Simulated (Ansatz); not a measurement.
**Pressure series in InSb**

The parent structure is InSb in the rock salt structure (space group Fm-3m, No. 225; a model cell, its experimental status unchecked).

```yaml
crystal:
  lattice:
    - [0.00000, 3.01730, 3.01730]
    - [3.01730, 0.00000, 3.01730]
    - [3.01730, 3.01730, 0.00000]
  atoms:
    - { symbol: Sb, position: [0.00000, 0.00000, 0.00000] }
    - { symbol: In, position: [0.50000, 0.50000, 0.50000] }
```

Cell and atoms are relaxed at each pressure.

Level of theory: PBEsol in Ansatz (plane waves to 420 eV, PAW, without spin-orbit coupling).

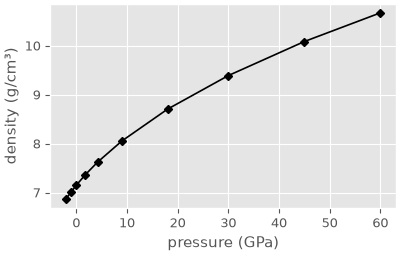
*Density against pressure*

From the plot, what is the density for pressure 30 GPa?

About 9.4 g/cm³.

Is the trend monotonic over the range shown?

Yes, it rises throughout, spanning 6.87 g/cm³ to 10.67 g/cm³.

Load acts through the strain it causes; cell and atoms are relaxed under it. Whether these cells are dynamically stable was not tested. No other phases were tried under pressure. The final runs are not spin-polarised. This is not the structure that InSb has at room temperature and ambient pressure.

Ansatz is a program for electronic structure.
